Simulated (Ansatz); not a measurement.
Start from ZnSe in the zinc blende structure (space group F-43m, No. 216; a = 5.7330 Å).

The same geometry is solved again with PBE+SOC.

Levels (all Ansatz, a first-principles code, PAW): PBE+SOC (420 eV, noncollinear with spin-orbit coupling); PBE (420 eV, no SOC).

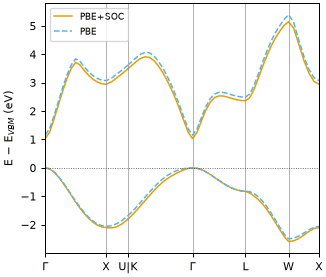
*Highest valence and lowest conduction band along the path, each from its own valence-band maximum*

Q: From the figure, how large is the PBE+SOC gap, and is it direct?

A: About 1.0 eV, direct at Γ.

Single points use the geometry relaxed with PBE. The spin-orbit shifts are approximate. Whether these cells are dynamically stable was not tested.
